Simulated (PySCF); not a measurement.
## Electronic structure of C₂H₁₀OSi₃ (SMILES [SiH3]/C=C(/[SiH3])O[SiH3]) in real space

Input file:

```
{"job": {"kind": "nmr", "xc": "PBE0", "basis": "pcSseg-1"}, "charge": 0, "multiplicity": 1}
Si    -1.730969    -2.018781    -0.044607
C      0.075220    -1.537090    -0.232232
C      0.441563    -0.253785    -0.149235
Si     2.222715     0.356426    -0.335944
O     -0.559133     0.647127     0.055548
Si    -0.640547     2.205416     0.476680
H     -2.539814    -1.378441    -1.084507
H     -1.816499    -3.476989    -0.184389
H     -2.224907    -1.624886     1.277820
H      0.841421    -2.276199    -0.406508
H      2.583556     1.177079     0.822598
H      3.076179    -0.827847    -0.411906
H      2.337961     1.157926    -1.557240
H      0.137984     3.047772    -0.436302
H     -2.075885     2.412173     0.360023
H     -0.136443     2.399043     1.838789
```

Launched as:

```sh
OMP_NUM_THREADS=1 python probes_run.py task.json out
```

Geometry: GFN2-xTB.

All numbers below come from PySCF, PBE0/pcSseg-1, SCF density, gas phase, non-relativistic.

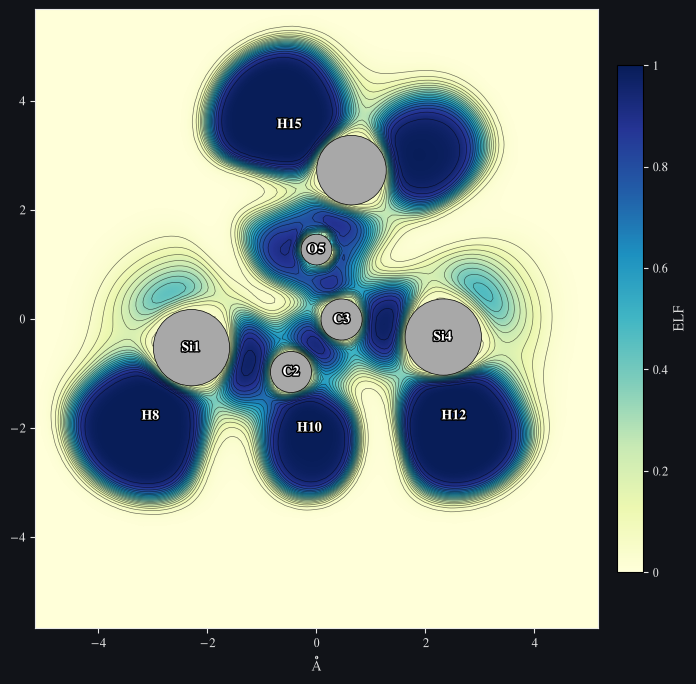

Figure 1. Electron localisation function on the plane of atoms Si4, C3 and O5. Grey discs cover the atomic cores.

Interpret the plot.

- The plane passes through Si, C, O and H nuclei.
- C–C (1.34 Å): the ELF peaks at about 0.95 between the atoms: a multiple bond.
- C–O (1.36 Å): the ELF peaks at about 0.85 between the atoms, as expected for a shared but strongly polarised pair.
- C–Si (1.88 Å): the ELF peaks at about 0.95 between the atoms: localised, covalent bonding.
- C–H (1.08 Å): the ELF climbs to about 1 towards the hydrogen, as it does in any bond to H; a covalent bond by its length.
- Si–H (1.47 Å): the ELF climbs to about 1 towards the hydrogen.
- The ELF also peaks beside O5, away from the bonds: lone-pair regions.

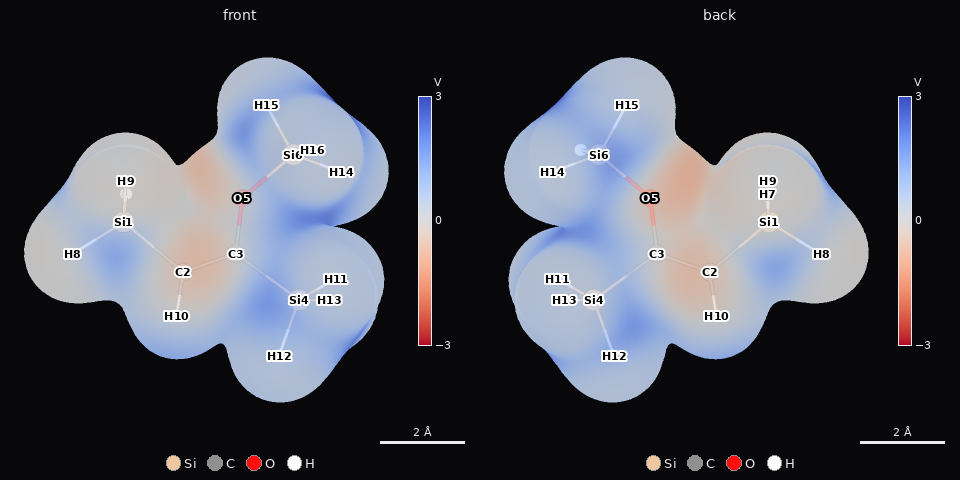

Figure 2. The electrostatic potential painted on the density surface at 0.004 e/bohr³, seen from the front and from behind; red is negative and blue positive.

Describe the electrostatic potential map.

The most negative region (about −0.8 V) lies over O5, the most positive (about +2.6 V) over Si6.

What dipole moment does the calculation give?

Its dipole moment is 1.51 D.
